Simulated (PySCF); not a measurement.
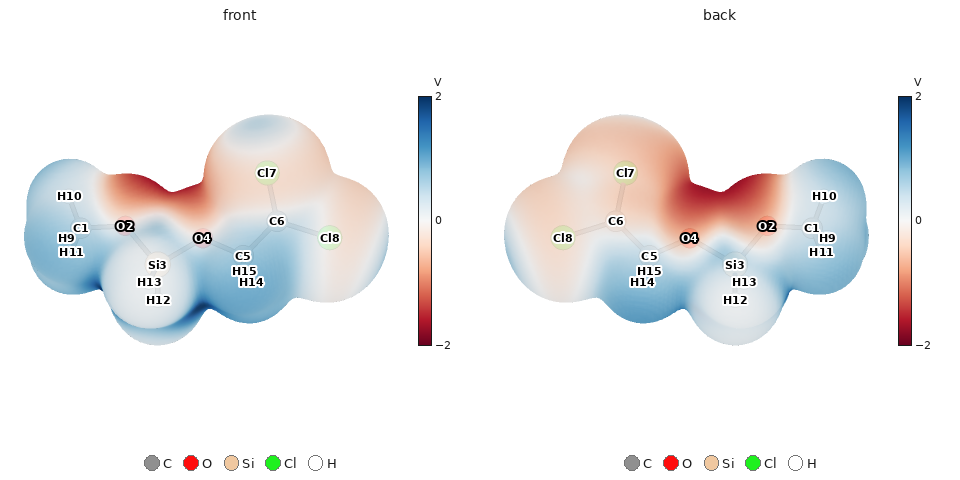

Figure 1: C3H7Cl2O2Si (SMILES CO[SiH2]OC[C](Cl)Cl) (doublet). The molecular electrostatic potential painted on the density surface at 0.002 e/bohr³, seen from the front and from behind; red is negative and blue positive.

Geometry: GFN2-xTB.

All numbers below come from UKS B3LYP, pcH-1 on C Cl H O Si, non-relativistic, mean-field spin-orbit, GIAO (PySCF 2.14.0, density-fitted response routines).

```xyz
15

C    -2.9951    0.7326   -0.6806
O    -1.6075    0.6424   -0.6335
Si   -0.7384   -0.4702    0.1336
O     0.7418    0.0649   -0.2335
C     1.9268   -0.5322    0.1466
C     3.0817    0.2619   -0.3729
Cl    3.0281    1.9483   -0.1923
Cl    4.6191   -0.4702   -0.3100
H    -3.4112    0.8627    0.3211
H    -3.2579    1.5946   -1.2940
H    -3.4297   -0.1686   -1.1190
H    -0.9583   -1.8254   -0.3821
H    -0.9674   -0.4667    1.5827
H     1.9974   -1.5549   -0.2493
H     1.9662   -0.6110    1.2501
```

### Which sites attract a positive test charge, and which a negative one?

A positive charge is drawn to the negative regions and a negative charge to the positive ones. The most negative region (about −1.6 V, or −37 kcal/mol for a unit charge) lies over O2 and O4, the most positive (about +1.9 V, or +44 kcal/mol for a unit charge) over Si3. Cl7 shows a σ-hole: about +0.5 V, or +12 kcal/mol for a unit charge at the tip opposite its bond, against about −0.6 V, or −14 kcal/mol for a unit charge on its flanks. Cl8 shows a σ-hole: about +0.7 V, or +16 kcal/mol for a unit charge at the tip opposite its bond, against about −0.2 V on its flanks.
